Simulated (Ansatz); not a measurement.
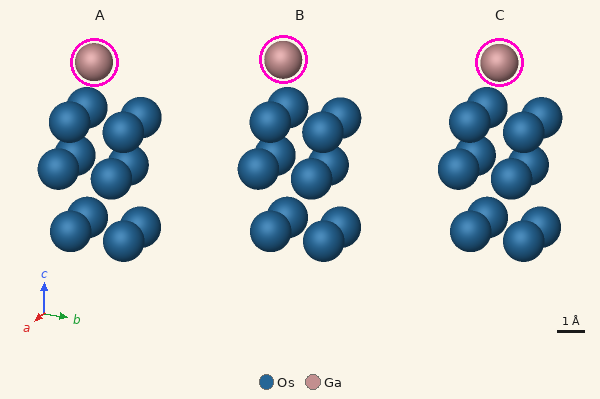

3 geometries from a converged minimum-energy path of Ga on Os(0001) (13 atoms in the cell), shuffled. The picture is a spheres-only view of the simulation cell, with the vacuum cut short (origin moved), seen slightly off an axis. The moving atom is ringed, with any periodic copies.

The calculation used DFT PBE-D3(BJ), scalar-relativistic, plane waves, PAW (Ansatz). Set-up: plane-wave cutoff 420 eV; k-point mesh 4 × 4 × 1; Fermi-Dirac smearing 0.1 eV; 4 atoms held fixed; 5 movable images; climbing image; force threshold 0.03 eV/Å; iteration limit 77; starting path by image-dependent pair potential.

### One of them is the converged climbing image. Which?

B. In order along the path, whose images run from 0 to 6: B (image 3, +0.090 eV), A (image 5, +0.050 eV), C (image 6, +0.034 eV). The Ga atom travels furthest, 1.58 Å from end to end, on a path that bends up to 0.10 Å away from the straight line. At the highest image its nearest neighbour (Os) is 2.57 Å away, against 2.60 Å at the start.

Limits of the set-up: the periodic images lie only 5.5 Å apart, so the values are limited by the cell's size.

Cost: 6.2 min on 4 threads of Intel(R) Xeon(R) 6975P-C (Granite Rapids), with other jobs on the host, peak memory 3.8 GiB.
